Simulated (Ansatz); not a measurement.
System (SMILES): O=[O+][O-].
Atoms: O1, O2, O3. Bonds: O1-O2, O2-O3.

Basis-set convergence of the optimised O1-O2 bond length at PBE with Ansatz (a program for electronic structure). All functions are spherical. The program fits the integrals of some runs and decomposes those of others, by size. No added dispersion term, no relativity. Reference: the value in def2-QZVPPD, 1.2716 Å, itself unsure by roughly 0.0009 Å (its mean distance from pcseg-3, def2-QZVPP, cc-pVQZ). Deviations are taken from unrounded values.

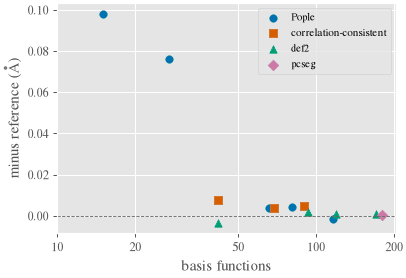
Figure: Deviation from the reference against the number of basis functions, by family of sets.

```tsv
basis	functions	optimised O1-O2 bond length (Å)	minus reference (Å)
STO-3G	15	1.3697	0.0981
6-31G	27	1.3475	0.0759
cc-pVDZ	42	1.2792	0.0076
def2-SVP	42	1.2683	-0.0033
6-311+G**	66	1.2755	0.0039
aug-cc-pVDZ	69	1.2752	0.0036
6-311++G(2d,2p)	81	1.2759	0.0043
cc-pVTZ	90	1.2762	0.0045
def2-TZVPP	93	1.2732	0.0016
6-311++G(3df,3pd)	117	1.2703	-0.0014
def2-TZVPPD	120	1.2723	0.0007
def2-QZVPP	171	1.2725	0.0009
pcseg-3	180	1.2722	0.0005
```
